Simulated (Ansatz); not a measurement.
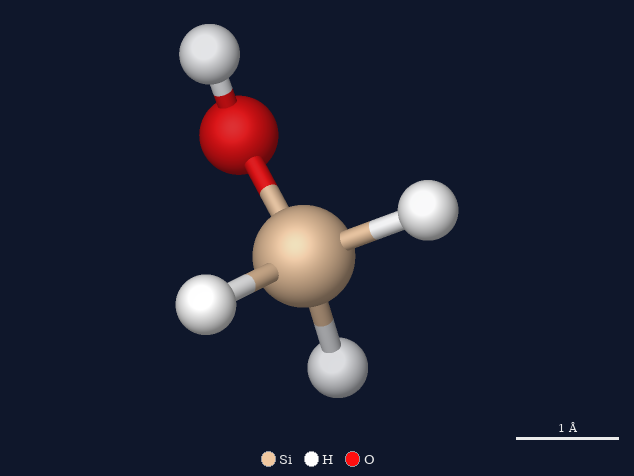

A ball-and-stick model of a molecule.

Describe the molecule.

It has 6 atoms: 4 hydrogen, 1 oxygen and 1 silicon (H₄OSi). This geometry has Cs symmetry. Coordination: 1 Si tetrahedral; 1 O bent.

More results for the same structure follow; atom numbers are the same in all pictures, views and colours differ. Computed geometry: PBE0-D4/def2-TZVP optimisation.

Thermal motion

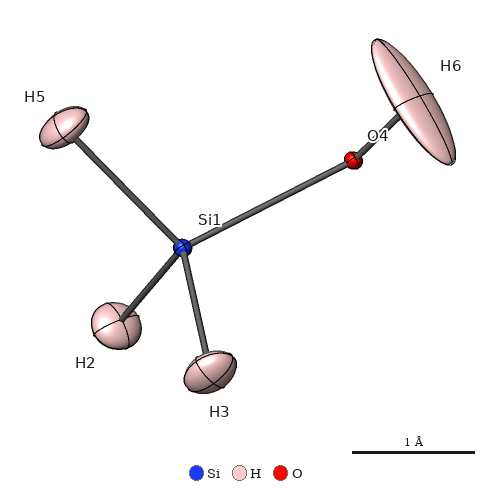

Displacement ellipsoids at the 50 % level, from the internal vibrations of the free molecule (harmonic, no overall translation or rotation; no half-axis is drawn under 0.075 Å). Vibrations computed with RKS PBE0-D4/def2-TZVP (Ansatz 0.2.0). Temperature: 298 K.

List U_eq and the three principal root-mean-square amplitudes for each kind of atom.

```tsv
atom	U_eq (Å²)	rms amplitudes (Å)
Si1	0.00017	0.011, 0.011, 0.017
H2	0.0151	0.085, 0.135, 0.141
H3, H5	0.0154	0.086, 0.124, 0.152
O4	0.00063	0.012, 0.029, 0.030
H6	0.0608	0.065, 0.141, 0.398
```

Electronic properties

Properties computed with RKS PBE0-D4/def2-TZVPP (Ansatz 0.2.0).

Computed properties:

- HOMO energy (Kohn–Sham orbital): −8.73 eV
- LUMO energy (Kohn–Sham orbital): 0.04 eV
- HOMO–LUMO gap: 8.77 eV

Vibrations

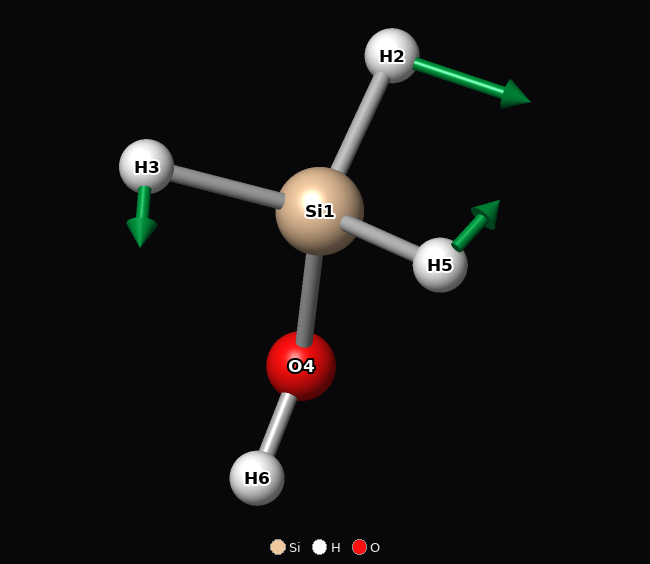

The arrows show one normal mode. Harmonic vibrations computed with RKS PBE0-D4/def2-TZVP (Ansatz 0.2.0) at a stationary point of the same level.

Question: Describe the motion.

Answer: Mostly H–Si–H bending.

Question: At what wavenumber does it lie?

Answer: 947 cm⁻¹; it is mode 6 of 12 counted from the lowest.
